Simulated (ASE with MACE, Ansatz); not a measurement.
# Coverage and energy: HF with HO:Si(111)

How does the energy per group change with coverage, and how much of it hangs on the level of theory?

Calculated with Ansatz 0.2.0: Kohn-Sham DFT, PBE+D3(BJ), PAW (set soft_2), plane waves; cutoff 420 eV, fermi-dirac smearing of 0.025 eV (for the slabs). Every cell is relaxed with this functional, then solved at fixed geometry with r2SCAN+D4, PBE+D3(BJ) on a denser mesh, PBE, RPBE+D3(BJ) and HSE06+D3(BJ). Cutoffs: 420 eV for PBE+D3(BJ), PBE, RPBE+D3(BJ) and HSE06+D3(BJ); 500 eV for r2SCAN+D4.

**The cells**

The cell holds 81 atoms: 54 Si, 18 H and 9 O. Its edges and angles: a = 11.604 Å, b = 11.604 Å, c = 26.701 Å, α = 90.0°, β = 90.0°, γ = 120.0°. It derives from Si (HO:Si(111)). The starting structure: Diamond Si(111), 3 x 3 cells, three bilayers, OH on the upper face and H on the lower (lattice constants typed as starting values near PBE's), about 15 Å of vacuum, lower atoms held. Vacuum lies along c. 27 atoms are held.

- HO:Si(111) with 1 of its OH changed to F: 1 top OH groups nearest the cell's middle replaced by F, eased by MACE.
- HO:Si(111) with 2 of its OH changed to F: 2 top OH groups nearest the cell's middle replaced by F, eased by MACE.
- HO:Si(111) with 3 of its OH changed to F: 3 top OH groups nearest the cell's middle replaced by F, eased by MACE.
- The other coverages are made alike.

Molecules sit alone in boxes of 11 to 13 Å, at Γ at every level, with a smearing of 0.01 eV.

The input of the single point on the relaxed bare surface:

```yaml
crystal:
  lattice:
    - [11.60362, 0.0, 0.0]
    - [-5.80181, 10.04903, 0.0]
    - [0.0, 0.0, 26.70113]
  atoms:
    - { symbol: Si, position: [0.0, 0.0, 0.09288] }
    - { symbol: Si, position: [0.22222, 0.11111, 0.12245] }
    - { symbol: Si, position: [0.222, 0.11118, 0.20971] }
    - { symbol: Si, position: [0.11088, 0.22227, 0.23781] }
    [... 75 atom lines left out ...]
    - { symbol: O, position: [0.67459, 0.65825, 0.4168] }
    - { symbol: H, position: [0.63174, 0.70017, 0.43435] }
kpoints:
  mp_grid: { grid: [1, 1, 1] }
hamiltonian:
  xc: pbe
  dispersion: d3bj
scf:
  occupations: { method: fermi_dirac, width: 0.025 }
output:
  forces: true
  populations: true
  dos:
    method: { smearing: { sigma: 0.08 } }
    de: 0.1
    projected: { site_lists: { H: [H], O: [O], Si: [Si] } }
  eigenvalues: true
  write_density: true
  write_potential: true
  volumetric_format: npy
```

```
                                    cell      formula  k-mesh  relaxation steps  gain on relaxing (eV)  free energy, PBE+D3(BJ) (eV)  Kohn-Sham gap (eV)  time of its runs on this page
                              HO:Si(111)    Si54H18O9   1×1×1                 7                   0.69                    -39735.991                1.05                           59 s
HO:Si(111) with 1 of its OH changed to F   Si54H17O8F   1×1×1                10                   0.72                    -39961.258                1.04                           58 s
HO:Si(111) with 2 of its OH changed to F  Si54H16O7F2   1×1×1                 9                   0.69                    -40186.487                1.04                           53 s
HO:Si(111) with 3 of its OH changed to F  Si54H15O6F3   1×1×1                 6                   0.64                    -40411.768                1.05                           54 s
HO:Si(111) with 4 of its OH changed to F  Si54H14O5F4   1×1×1                 8                   0.61                    -40637.057                1.06                           54 s
HO:Si(111) with 6 of its OH changed to F  Si54H12O3F6   1×1×1                10                   0.49                    -41087.533                1.07                           57 s
HO:Si(111) with 8 of its OH changed to F   Si54H10OF8   1×1×1                 8                   0.43                    -41538.028                1.09                           52 s
                                     H2O          H2O   1×1×1                 4                   0.15                      -599.231                6.23                           30 s
                                      HF           HF   1×1×1                 4                   0.04                      -824.207                8.56                           31 s
```

The gap is that between the highest filled and lowest empty Kohn-Sham level; a dash marks none computed or no clear gap.

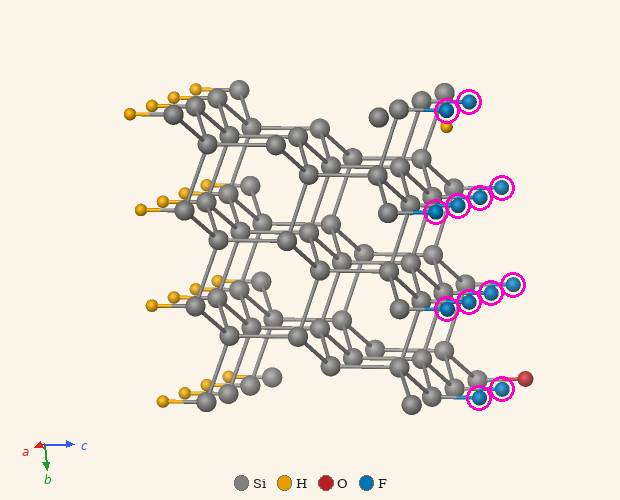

HO:Si(111) with 8 of its OH changed to F, relaxed; added atoms are ringed. Bonds to atoms that aren't drawn are left out. Some periodic images of atoms are drawn too.

**Reaction energies**

Products less reactants, from the free energies above and their like at the other levels, in eV per group:

```
                                 change  PBE+D3(BJ)  r2SCAN+D4  PBE+D3(BJ), denser mesh    PBE  RPBE+D3(BJ)  HSE06+D3(BJ)
1 x (surface OH + HF → surface F + H2O)       -0.29      -0.32                    -0.29  -0.36        -0.24         -0.27
2 x (surface OH + HF → surface F + H2O)       -0.27      -0.31                    -0.28  -0.34        -0.22         -0.26
3 x (surface OH + HF → surface F + H2O)       -0.28      -0.32                    -0.29  -0.35        -0.23         -0.27
4 x (surface OH + HF → surface F + H2O)       -0.29      -0.33                    -0.29  -0.36        -0.24         -0.28
6 x (surface OH + HF → surface F + H2O)       -0.28      -0.32                    -0.29  -0.34        -0.23         -0.27
8 x (surface OH + HF → surface F + H2O)       -0.28      -0.31                    -0.28  -0.34        -0.23         -0.27
```

Worked for the first row at PBE+D3(BJ): (-39961.258) + (-599.231) − (-39735.991) − (-824.207) = -0.291 eV (from unrounded energies).

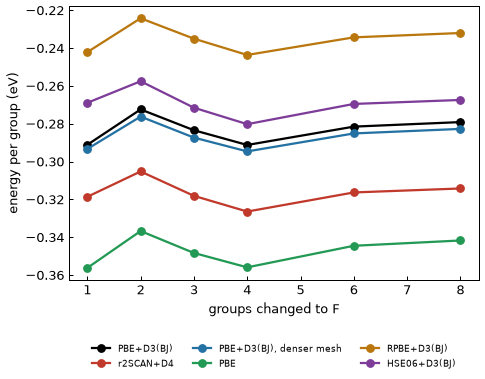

Energy per group against coverage, by level of theory.

**What the relaxations did**

Bonds are pairs closer than 1.18 times the sum of covalent radii; a bond counts as made or broken only if it crosses from under that bound to over 1.3 times, or back. All concern the added atoms.

| cell | bonds to the surface at the end | nearest contact (Å) | made in DFT | broken in DFT | largest move (Å) |
| --- | --- | --- | --- | --- | --- |
| HO:Si(111) with 1 of its OH changed to F | 1 F–Si | F–Si 1.64 | none | none | 0.45 |
| HO:Si(111) with 2 of its OH changed to F | 2 F–Si | F–Si 1.64 | none | none | 0.45 |
| HO:Si(111) with 3 of its OH changed to F | 3 F–Si | F–Si 1.63 | none | none | 0.42 |
| HO:Si(111) with 4 of its OH changed to F | 4 F–Si | F–Si 1.63 | none | none | 0.47 |
| HO:Si(111) with 6 of its OH changed to F | 6 F–Si | F–Si 1.63 | none | none | 0.45 |
| HO:Si(111) with 8 of its OH changed to F | 8 F–Si | F–Si 1.63 | none | none | 0.38 |

**Findings**

At PBE+D3(BJ) the energy per group lies between -0.29 and -0.27 eV, with no steady trend. The energy of adding a further group, from differences of neighbouring rows, lies between -0.31 and -0.25 eV, and the last interval gives -0.27 eV. For the last row, at the same geometries the levels give -0.34 (PBE) to -0.23 eV per group (RPBE+D3(BJ)), the denser mesh leaves it within 0.01 eV per group and the D3 term supplies +0.06 eV per group of it.

Limits: These are static energies with no barriers, zero-point energy or heat. All slabs, the starting one too, were first eased by a machine-learned potential, and one starting arrangement a cell was relaxed; others may lie lower. Only one face is changed, and the cells carry no dipole correction. Levels with D3 or D4 differ in the size of their dispersion terms as well as in the functional. In some runs the program notes that positions were snapped to a detected symmetry and the exchange-correlation potential is rough where the density is thin.

[Logs are printed without paths, hosts, clocks, repeated set-up lines and the standing remarks that a program may print on its own settings, such as how far it seeks lower states.]

[Hosts, paths, dates, database ids (printed as entryN), source tags and the programs' standing remarks are cut or masked in the printed files.]
